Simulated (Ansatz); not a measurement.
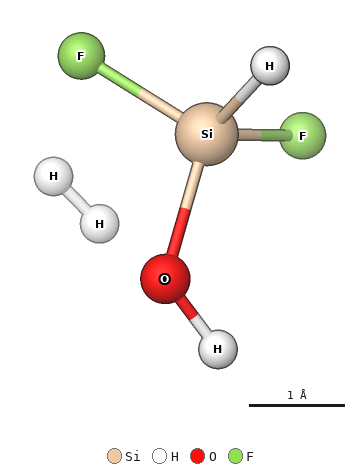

The starting structure (ball-and-stick view, seen at a tilt). Bond lengths as drawn: F–Si 1.60 to 1.61 Å, H–H 0.72 Å, H–O 0.96 Å, H–Si 1.47 Å and O–Si 1.63 Å.

Run report: SiH₄OF₂, geometry relaxation

- system: SiH₄OF₂
- method: RKS PBE0-D4/def2-SVP (Ansatz 0.2.0)

It belongs to a series of runs on one base structure; here: end point B relaxed.

## The input
```yaml
crystal:
  periodic: [false, false, false]
  atoms:
    - { symbol: Si, position_ang: [0.116272, 0.490494, -0.39179] }
    - { symbol: H, position_ang: [0.649124, -0.391779, 2.070196] }
    - { symbol: O, position_ang: [1.60228, -0.172612, -0.52284] }
    - { symbol: H, position_ang: [1.699366, -1.123915, -0.620909] }
    - { symbol: H, position_ang: [-0.393991, 1.041166, -1.658809] }
    - { symbol: F, position_ang: [-0.941075, -0.610214, 0.123872] }
    - { symbol: F, position_ang: [0.193088, 1.701505, 0.650372] }
    - { symbol: H, position_ang: [0.652338, 0.313454, 2.197708] }
basis:
  gaussian: { orbitals: def2-SVP }
hamiltonian:
  xc: pbe0
  dispersion: d4
relax:
  f_tol: 0.03
  max_steps: 50
output:
  orbitals: {}
```

Run as:
```bash
ansatz run input.yaml --threads 1 --pin off --max-ram 2048MiB --backend cpu --events-out ev --progress --plain --runs-dir out
```

## Log
```
The last accepted step is kept in [file] (removed where the run ends without a failure and the disk answers)
Engine: ansatz 0.2.0, aarch64-unknown-linux-gnu
Functional definition: PBE0
  parameter a = 0.25
  parameter kappa = 0.804
  parameter beta = 0.06672455060314922
  exchange = (1 - a)*pbe_x(kappa = kappa, mu = beta*pi^2/3) + a*exact_x
  correlation = pbe_c(beta = beta)
800 factors; integrals over basis functions are off by at most 3.7e-4 eV
mean field evaluation 1: about -15402.9061 eV, gradient 5.6e1 eV
mean field evaluation 2: about -15397.5095 eV, gradient 7.9e1 eV
mean field evaluation 4: about -15407.8213 eV, gradient 2.7e0 eV
mean field evaluation 8: about -15407.8394 eV, gradient 4.6e-2 eV
mean field -15407.83937637 eV, -566.2276532730 hartree, gradient 1.3e-5 eV, S^2 0.000000; 0 other end points of the search recorded, 0 dependent functions left out
the calculation of the forces begins
reference -15407.83939805 eV, -566.2276540696 hartree; 22, 22 occupied and 58, 58 virtual orbitals, 800 factors
relax step   1: F+E_penalty+E_count = -15407.94123887 eV  Δ(F+E_penalty+E_count) = +0.000e0 eV  max|allowed force component| = 1.782e0 eV/Å  Δτ_max = 0.0000 Å  (24 SCF iters, accepted)
these checks for a lower state are left out or cut short: starts, cluster_reference, orbital_swaps, neighbouring_geometries, increment
800 factors; integrals over basis functions are off by at most 3.7e-4 eV
mean field evaluation 16: about -15407.9150 eV, gradient 3.7e0 eV
mean field -15407.96469865 eV, -566.2322587819 hartree, gradient 6.8e-6 eV, S^2 0.000000; 0 other end points of the search recorded, 0 dependent functions left out
[... from here on the field's lines of each further geometry are left out, up to the last ...]
relax step   2: F+E_penalty+E_count = -15408.06528235 eV  Δ(F+E_penalty+E_count) = -1.240e-1 eV  max|allowed force component| = 2.449e-1 eV/Å  Δτ_max = 0.1996 Å  (26 SCF iters, accepted)
relax step   3: F+E_penalty+E_count = -15408.10412811 eV  Δ(F+E_penalty+E_count) = -3.885e-2 eV  max|allowed force component| = 1.124e-1 eV/Å  Δτ_max = 0.1908 Å  (26 SCF iters, accepted)
relax step   4: F+E_penalty+E_count = -15408.11340672 eV  Δ(F+E_penalty+E_count) = -9.279e-3 eV  max|allowed force component| = 4.711e-1 eV/Å  Δτ_max = 0.2000 Å  (26 SCF iters, accepted)
relax step   5: F+E_penalty+E_count = -15408.12344416 eV  Δ(F+E_penalty+E_count) = -1.004e-2 eV  max|allowed force component| = 1.374e-1 eV/Å  Δτ_max = 0.0428 Å  (26 SCF iters, accepted)
relax step   6: F+E_penalty+E_count = -15408.13475486 eV  Δ(F+E_penalty+E_count) = -1.131e-2 eV  max|allowed force component| = 2.233e-1 eV/Å  Δτ_max = 0.1777 Å  (26 SCF iters, accepted)
relax step   7: F+E_penalty+E_count = -15408.13047226 eV  Δ(F+E_penalty+E_count) = +4.283e-3 eV  max|allowed force component| = 8.502e-1 eV/Å  Δτ_max = 0.1919 Å  (27 SCF iters, rejected (line search))
relax step   8: F+E_penalty+E_count = -15408.15293348 eV  Δ(F+E_penalty+E_count) = -1.818e-2 eV  max|allowed force component| = 2.874e-1 eV/Å  Δτ_max = 0.0959 Å  (26 SCF iters, accepted)
relax step   9: F+E_penalty+E_count = -15408.14734990 eV  Δ(F+E_penalty+E_count) = +5.584e-3 eV  max|allowed force component| = 1.052e0 eV/Å  Δτ_max = 0.0972 Å  (27 SCF iters, rejected (line search))
relax step  10: F+E_penalty+E_count = -15408.16168512 eV  Δ(F+E_penalty+E_count) = -8.752e-3 eV  max|allowed force component| = 2.271e-1 eV/Å  Δτ_max = 0.0486 Å  (26 SCF iters, accepted)
relax step  11: F+E_penalty+E_count = -15408.17026391 eV  Δ(F+E_penalty+E_count) = -8.579e-3 eV  max|allowed force component| = 1.920e-1 eV/Å  Δτ_max = 0.0499 Å  (26 SCF iters, accepted)
relax step  12: F+E_penalty+E_count = -15408.17794005 eV  Δ(F+E_penalty+E_count) = -7.676e-3 eV  max|allowed force component| = 1.760e-1 eV/Å  Δτ_max = 0.0749 Å  (26 SCF iters, accepted)
relax step  13: F+E_penalty+E_count = -15408.18548565 eV  Δ(F+E_penalty+E_count) = -7.546e-3 eV  max|allowed force component| = 1.575e-1 eV/Å  Δτ_max = 0.1124 Å  (26 SCF iters, accepted)
relax step  14: F+E_penalty+E_count = -15408.18680155 eV  Δ(F+E_penalty+E_count) = -1.316e-3 eV  max|allowed force component| = 5.531e-1 eV/Å  Δτ_max = 0.1646 Å  (25 SCF iters, accepted)
relax step  15: F+E_penalty+E_count = -15408.19393093 eV  Δ(F+E_penalty+E_count) = -7.129e-3 eV  max|allowed force component| = 8.653e-2 eV/Å  Δτ_max = 0.0102 Å  (29 SCF iters, accepted)
relax step  16: F+E_penalty+E_count = -15408.19651147 eV  Δ(F+E_penalty+E_count) = -2.581e-3 eV  max|allowed force component| = 2.456e-2 eV/Å  Δτ_max = 0.0724 Å  (26 SCF iters, accepted)
relax step  17: F+E_penalty+E_count = -15408.19972572 eV  Δ(F+E_penalty+E_count) = -3.214e-3 eV  max|allowed force component| = 1.059e-1 eV/Å  Δτ_max = 0.1959 Å  (25 SCF iters, accepted)
relax step  18: F+E_penalty+E_count = -15408.20174708 eV  Δ(F+E_penalty+E_count) = -2.021e-3 eV  max|allowed force component| = 2.207e-1 eV/Å  Δτ_max = 0.0508 Å  (26 SCF iters, accepted)
relax step  19: F+E_penalty+E_count = -15408.20394623 eV  Δ(F+E_penalty+E_count) = -2.199e-3 eV  max|allowed force component| = 1.192e-1 eV/Å  Δτ_max = 0.0688 Å  (22 SCF iters, accepted)
relax step  20: F+E_penalty+E_count = -15408.20537574 eV  Δ(F+E_penalty+E_count) = -1.430e-3 eV  max|allowed force component| = 7.107e-2 eV/Å  Δτ_max = 0.1011 Å  (23 SCF iters, accepted)
relax step  21: F+E_penalty+E_count = -15408.20588262 eV  Δ(F+E_penalty+E_count) = -5.069e-4 eV  max|allowed force component| = 3.690e-2 eV/Å  Δτ_max = 0.0422 Å  (26 SCF iters, accepted)
the calculation of the forces begins
reference -15408.11169878 eV, -566.2376609370 hartree; 22, 22 occupied and 58, 58 virtual orbitals, 800 factors
relax step  22: F+E_penalty+E_count = -15408.20619152 eV  Δ(F+E_penalty+E_count) = -3.089e-4 eV  max|allowed force component| = 2.855e-2 eV/Å  Δτ_max = 0.0492 Å  (26 SCF iters, accepted)
800 factors; integrals over basis functions are off by at most 4.5e-4 eV
mean field evaluation 160: about -15408.1117 eV, gradient 6.7e-6 eV
```

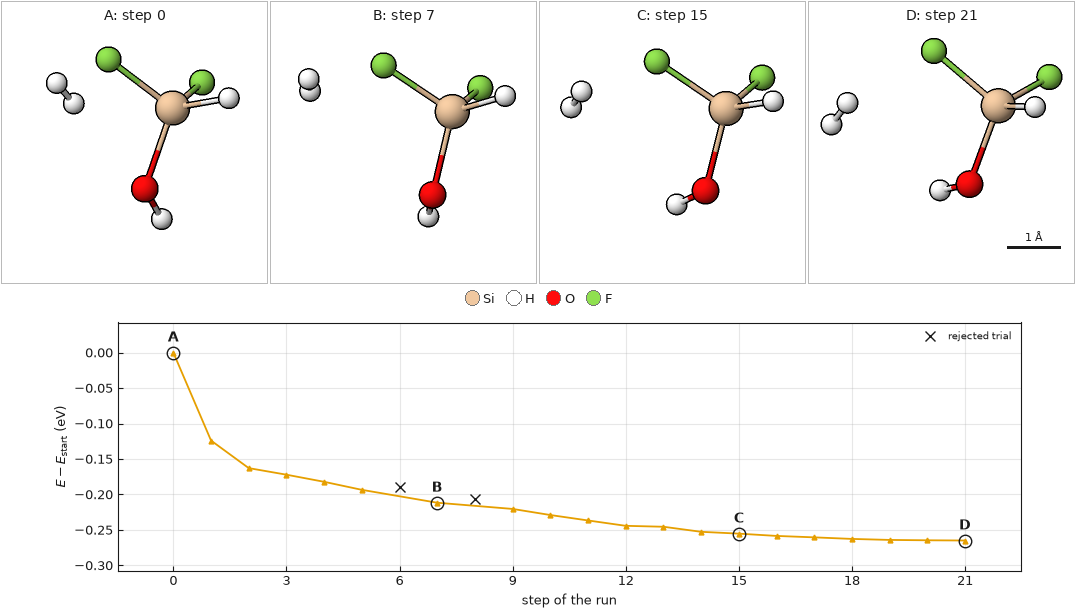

Frames of the relaxation (ball-and-stick view, seen at a tilt) above the curves, on which the letters mark them (the first geometry is step 0 here and step 1 in the log).

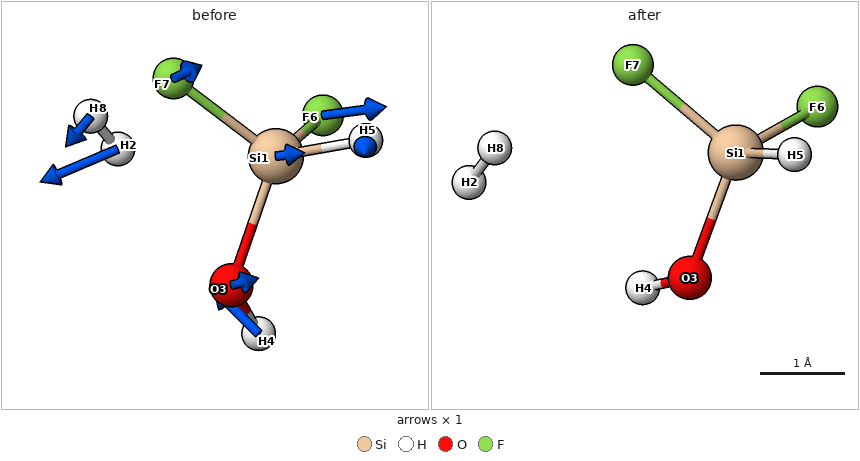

Before (left) and after (right) the relaxation, at one scale (ball-and-stick view, seen at a tilt). The blue arrows give the displacements, at true length. The energy falls by 0.265 eV in 21 geometry steps. Largest force component: 1.8 eV/Å at the start, 0.029 eV/Å at the end. The line search rejected the trial steps at points 6, 8 (counted from 0) and went back. The atom that moves furthest after the best rigid fit is H2 (1.04 Å). Largest moves by element: H 1.04 Å, F 0.87 Å, Si 0.38 Å, O 0.38 Å. Distances before and after: H2–H8 0.717 → 0.762 Å, Si1–F7 1.600 → 1.614 Å, Si1–H5 1.473 → 1.468 Å. Among the angles that change: F6–Si1–F7 109.9° → 105.0°, O3–Si1–H5 113.5° → 109.4°, H5–Si1–F7 107.1° → 110.6°. (Atoms are counted from 1 in the order of the input.)

```
mean field -15408.11167628 eV, -566.2376601102 hartree, gradient 6.7e-6 eV, S^2 0.000000; 1 other end points of the search recorded, 0 dependent functions left out
the calculation of the forces begins
reference -15408.11169878 eV, -566.2376609370 hartree; 22, 22 occupied and 58, 58 virtual orbitals, 800 factors
Total energy: -15408.20621402 eV, -566.2411343078 hartree
Atom 0 at    -0.062449     0.496139    -0.718261 Å, force     0.003670     0.006929    -0.004818 eV/Å
Atom 1 at     1.379070    -0.434553     2.741329 Å, force    -0.016370     0.028547    -0.018818 eV/Å
Atom 2 at     1.331734    -0.346633    -0.650369 Å, force    -0.025781     0.001225     0.000733 eV/Å
Atom 3 at     1.525740    -0.856469     0.142779 Å, force     0.012919    -0.003776    -0.000331 eV/Å
Atom 4 at    -0.079232     1.313456    -1.937176 Å, force     0.002687    -0.006852     0.011174 eV/Å
Atom 5 at    -1.340809    -0.481678    -0.682356 Å, force     0.010818     0.005317    -0.000508 eV/Å
Atom 6 at    -0.212381     1.428139     0.591287 Å, force    -0.004098    -0.004535    -0.005279 eV/Å
Atom 7 at     1.035728     0.129697     2.360567 Å, force     0.016156    -0.026856     0.017848 eV/Å
Dipole moment:     0.208157    -0.097740     0.024180 e Å
```

## Trajectory as extended XYZ (Å, eV, eV/Å), 13 of the 22 frames kept, from step=1 to step=22
```
8
Properties=species:S:1:pos:R:3:forces:R:3 step=1 energy=-15407.94124
Si    0.1163    0.4905   -0.3918   -0.0403  -0.1561  -0.4655
H     0.6491   -0.3918    2.0702    0.0446  -1.7816  -0.0345
O     1.6023   -0.1726   -0.5228    0.0080  -0.0174  -0.0374
H     1.6994   -1.1239   -0.6209   -0.0234   0.0391   0.0302
H    -0.3940    1.0412   -1.6588    0.0016   0.0036  -0.0072
F    -0.9411   -0.6102    0.1239   -0.0011   0.0147   0.0081
F     0.1931    1.7015    0.6504   -0.0618   0.3897   0.0124
H     0.6523    0.3135    2.1977    0.0724   1.5080   0.4939
8
Properties=species:S:1:pos:R:3:forces:R:3 step=3 energy=-15408.10413
Si    0.0941    0.5218   -0.5149   -0.0080  -0.0116  -0.1124
H     0.7076   -0.5117    2.4296    0.0030   0.0005   0.0579
O     1.5822   -0.1428   -0.6079   -0.0073   0.0067  -0.0418
H     1.6801   -1.0979   -0.6521   -0.0222   0.0264   0.0382
H    -0.4109    1.0493   -1.7912    0.0070   0.0010  -0.0428
F    -0.9569   -0.5716    0.0293    0.0286   0.0410   0.0297
F     0.1605    1.7525    0.5147   -0.0152  -0.0344   0.0423
H     0.7207    0.2483    2.4403    0.0141  -0.0297   0.0288
8
Properties=species:S:1:pos:R:3:forces:R:3 step=5 energy=-15408.12344
Si    0.0848    0.5361   -0.5987    0.0430   0.0260   0.1338
H     0.7171   -0.5445    2.6579   -0.0009  -0.0102   0.0194
O     1.5718   -0.1241   -0.7191    0.0140  -0.1374  -0.1098
H     1.6697   -1.0783   -0.6394    0.0021   0.0937   0.0405
H    -0.4304    1.0719   -1.8671   -0.0003   0.0168  -0.0045
F    -0.9458   -0.5535   -0.0152   -0.0426  -0.0666  -0.0534
F     0.1594    1.7322    0.4709   -0.0202   0.0686  -0.0188
H     0.7508    0.2083    2.5585    0.0049   0.0092  -0.0071
8
Properties=species:S:1:pos:R:3:forces:R:3 step=6 energy=-15408.13475
Si    0.0933    0.5269   -0.6254    0.0685  -0.0334  -0.2233
H     0.6724   -0.5120    2.8268    0.0054   0.0452  -0.0012
O     1.5684   -0.1337   -0.8764   -0.1345  -0.0787  -0.0063
H     1.6889   -1.0699   -0.6896    0.0305   0.0560   0.0466
H    -0.4668    1.1157   -1.8536    0.0147   0.0113   0.0571
F    -0.9180   -0.5919   -0.0594    0.0464   0.0076   0.0272
F     0.2151    1.6863    0.4776   -0.0260   0.0351   0.1069
H     0.7241    0.2268    2.6479   -0.0051  -0.0431  -0.0070
8
Properties=species:S:1:pos:R:3:forces:R:3 step=8 energy=-15408.15293
Si    0.0884    0.5182   -0.6474    0.0302   0.0420  -0.0866
H     0.7016   -0.4752    2.8788    0.0111   0.0921  -0.0226
O     1.5420   -0.1647   -0.9553   -0.0886  -0.2874   0.0796
H     1.6957   -1.0500   -0.5960    0.0251   0.2852  -0.0650
H    -0.4634    1.1828   -1.8387    0.0420  -0.0122   0.0390
F    -0.9257   -0.6171   -0.1194    0.0122   0.0339   0.0218
F     0.2193    1.6174    0.5224   -0.0233  -0.0568   0.0125
H     0.7196    0.2367    2.6034   -0.0086  -0.0968   0.0215
8
Properties=species:S:1:pos:R:3:forces:R:3 step=10 energy=-15408.16168
Si    0.0807    0.5094   -0.6585    0.0357   0.0572  -0.0275
H     0.7200   -0.4558    2.9037    0.0111   0.0645  -0.0084
O     1.5242   -0.1822   -0.9876   -0.0736  -0.2271   0.0657
H     1.7130   -1.0347   -0.5736    0.0258   0.2179  -0.0544
H    -0.4487    1.2113   -1.8367    0.0230  -0.0156   0.0227
F    -0.9488   -0.6207   -0.1506    0.0017   0.0228  -0.0010
F     0.2173    1.5739    0.5439   -0.0161  -0.0439  -0.0077
H     0.7197    0.2470    2.6072   -0.0077  -0.0757   0.0106
8
Properties=species:S:1:pos:R:3:forces:R:3 step=11 energy=-15408.17026
Si    0.0722    0.5046   -0.6601    0.0217   0.0089  -0.0744
H     0.7492   -0.4376    2.9214    0.0098   0.0571  -0.0133
O     1.5049   -0.2012   -1.0016   -0.0462  -0.1844   0.0751
H     1.7360   -1.0142   -0.5344    0.0046   0.1920  -0.0546
H    -0.4340    1.2283   -1.8346    0.0242  -0.0025   0.0266
F    -0.9804   -0.6143   -0.1766    0.0010   0.0231   0.0115
F     0.2144    1.5439    0.5634   -0.0117  -0.0226   0.0045
H     0.7151    0.2387    2.5702   -0.0033  -0.0716   0.0246
8
Properties=species:S:1:pos:R:3:forces:R:3 step=13 energy=-15408.18549
Si    0.0373    0.5000   -0.6841    0.0433   0.0006   0.0350
H     0.8425   -0.4581    2.9093    0.0115   0.0265  -0.0095
O     1.4614   -0.2416   -0.9727   -0.0011  -0.1575   0.0674
H     1.7574   -0.9342   -0.3690   -0.0214   0.1423  -0.0807
H    -0.3831    1.2422   -1.8785   -0.0066  -0.0174  -0.0004
F    -1.0741   -0.5763   -0.2360    0.0074   0.0399  -0.0326
F     0.1673    1.5221    0.5567   -0.0292   0.0011   0.0065
H     0.7685    0.1939    2.5220   -0.0040  -0.0355   0.0143
8
Properties=species:S:1:pos:R:3:forces:R:3 step=15 energy=-15408.19393
Si    0.0116    0.5013   -0.7035   -0.0313  -0.0183   0.0224
H     0.9696   -0.4813    2.8951   -0.0063   0.0562  -0.0445
O     1.4297   -0.2772   -0.9173   -0.0252  -0.0622   0.0865
H     1.7441   -0.8630   -0.2187   -0.0065   0.0684  -0.0721
H    -0.3297    1.2422   -1.9246    0.0109  -0.0254   0.0133
F    -1.1568   -0.5386   -0.3131    0.0576   0.0699  -0.0314
F     0.1016    1.5223    0.5435   -0.0125  -0.0349  -0.0114
H     0.8073    0.1424    2.4865    0.0133  -0.0537   0.0372
8
Properties=species:S:1:pos:R:3:forces:R:3 step=17 energy=-15408.19973
Si   -0.0270    0.5046   -0.6855    0.0411  -0.0414   0.0081
H     1.1315   -0.5372    2.6896   -0.0297   0.0996  -0.0474
O     1.3896   -0.3055   -0.7324   -0.0436  -0.0049   0.0322
H     1.7044   -0.8046    0.0301   -0.1059   0.0946  -0.0653
H    -0.2171    1.2156   -1.9614    0.0199  -0.0544   0.1046
F    -1.2646   -0.4882   -0.4019    0.0707   0.0393  -0.0336
F    -0.0448    1.5480    0.5476    0.0090  -0.0350  -0.0508
H     0.9053    0.1155    2.3619    0.0385  -0.0979   0.0522
8
Properties=species:S:1:pos:R:3:forces:R:3 step=19 energy=-15408.20395
Si   -0.0420    0.5021   -0.6999   -0.1192   0.0308   0.0223
H     1.2272   -0.5156    2.6960    0.0054   0.0045   0.0041
O     1.3651   -0.3157   -0.6872    0.0672  -0.0527  -0.0055
H     1.6260   -0.8135    0.0943   -0.0294   0.0244  -0.0051
H    -0.1571    1.2465   -1.9608    0.0071  -0.0132   0.0312
F    -1.3006   -0.4873   -0.5154    0.0602   0.0300  -0.0170
F    -0.1211    1.5098    0.5595    0.0101  -0.0207  -0.0273
H     0.9797    0.1218    2.3612   -0.0015  -0.0030  -0.0026
8
Properties=species:S:1:pos:R:3:forces:R:3 step=20 energy=-15408.20538
Si   -0.0568    0.5008   -0.7134   -0.0192  -0.0328   0.0321
H     1.3135   -0.4844    2.7233   -0.0202   0.0559  -0.0311
O     1.3465   -0.3294   -0.6591   -0.0391  -0.0097   0.0321
H     1.5641   -0.8283    0.1360   -0.0132   0.0286  -0.0368
H    -0.1105    1.2803   -1.9564   -0.0012  -0.0095   0.0206
F    -1.3275   -0.4859   -0.6129    0.0711   0.0496  -0.0096
F    -0.1807    1.4720    0.5712    0.0017  -0.0291  -0.0361
H     1.0289    0.1229    2.3590    0.0200  -0.0529   0.0288
8
Properties=species:S:1:pos:R:3:forces:R:3 step=22 energy=-15408.20619
Si   -0.0624    0.4961   -0.7183    0.0037   0.0069  -0.0048
H     1.3791   -0.4346    2.7413   -0.0164   0.0285  -0.0188
O     1.3317   -0.3466   -0.6504   -0.0258   0.0012   0.0007
H     1.5257   -0.8565    0.1428    0.0129  -0.0038  -0.0003
H    -0.0792    1.3135   -1.9372    0.0027  -0.0069   0.0112
F    -1.3408   -0.4817   -0.6824    0.0108   0.0053  -0.0005
F    -0.2124    1.4281    0.5913   -0.0041  -0.0045  -0.0053
H     1.0357    0.1297    2.3606    0.0162  -0.0269   0.0178
```

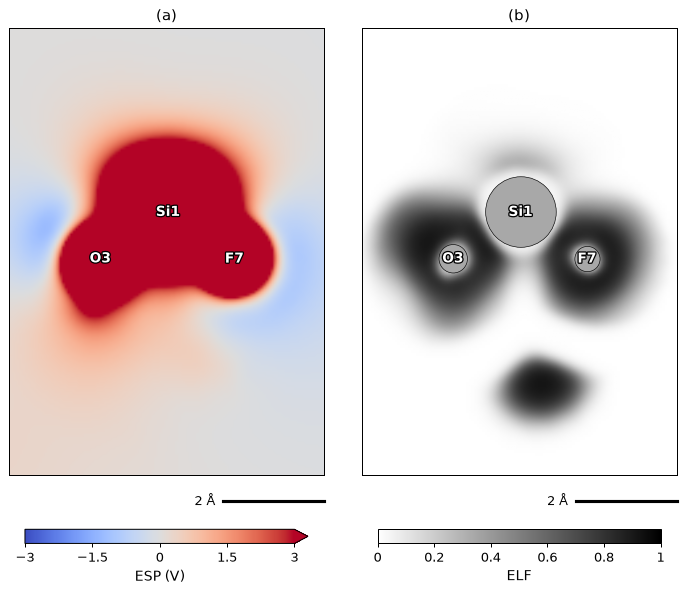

(a) molecular electrostatic potential; (b) electron localisation function on the plane of atoms O3, Si1 and F7. Grey discs, where drawn, cover atomic cores. The section cuts through Si, O and F sites. Si–F (1.61 Å): the ELF peaks at about 0.85 between the atoms. Si–O (1.63 Å): the ELF peaks at about 0.85 between the atoms, which marks a shared but strongly polarised pair.

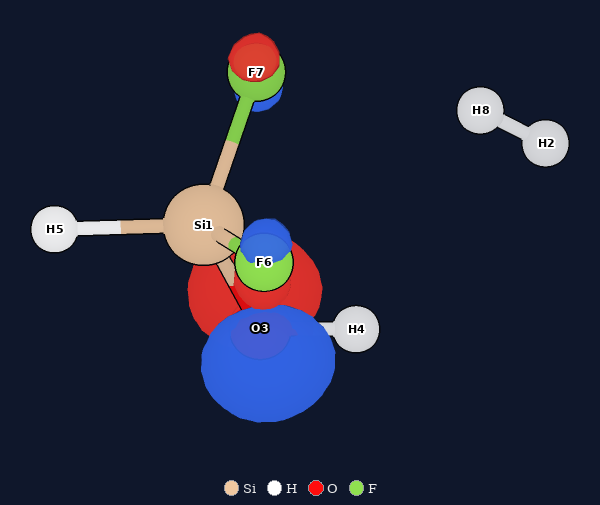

The HOMO at ±0.3 Å⁻³ᐟ² (red and blue are the two phases), seen at a tilt. Its energy is −10.11 eV.

## Summary

| quantity | value |
| --- | --- |
| outcome | converged |
| total energy | −15408.2062 eV |
| mean-field energy | −15408.1117 eV |
| largest force (length of the vector) at the end | 0.038 eV/Å |
| hardware | 1 thread of Arm Neoverse V2, 24 GiB of memory available, shared host |
| wall time | 49 s |
| peak memory | 0.15 GiB |
